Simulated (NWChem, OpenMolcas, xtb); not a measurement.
**AlPNH4OF (SMILES [NH2][Al]([F])[PH]O): methods side by side**

The species is AlPNH4OF (9 atoms), meant as a singlet with charge 0. SMILES: `[NH2][Al]([F])[PH]O`. Geometry: relaxed at PBE0-D4/def2-TZVP. This is one conformer, not always the lowest.

Quantity: the HOMO–LUMO gap, in eV. The values are calculated.

```tsv
level	kind	program	value (eV)	CPU time
GFN2-xTB	semi-empirical	xtb	3.61	under 2 s
HF/def2-SVP	Hartree–Fock	NWChem	12.23	19 s
SVWN5/def2-SVP	LDA	OpenMolcas	4.24	32 s
PBE/def2-SVP	GGA	OpenMolcas	4.34	42 s
r2SCAN/def2-SVP	meta-GGA	OpenMolcas	4.86	50 s
M06-2X/def2-SVP	hybrid meta-GGA	OpenMolcas	8.26	47 s
B2PLYP/def2-SVP	double hybrid	OpenMolcas	8.62	27 s
```

The values span 3.61 to 12.23 eV. Orbital gaps aren't excitation energies, and those of double hybrids come from the SCF part alone; they tend to grow with the share of exact exchange. CPU times are rough (shared hosts, several kinds of processor and program).

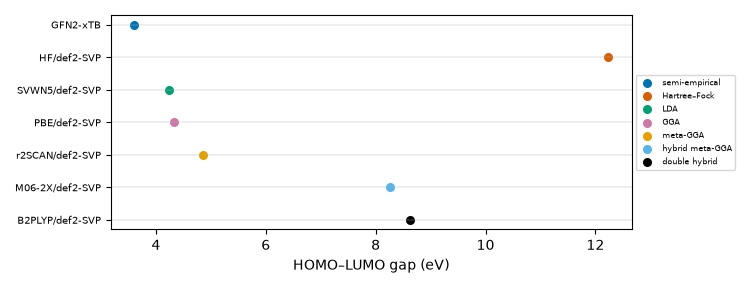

The values of the table, level by level.
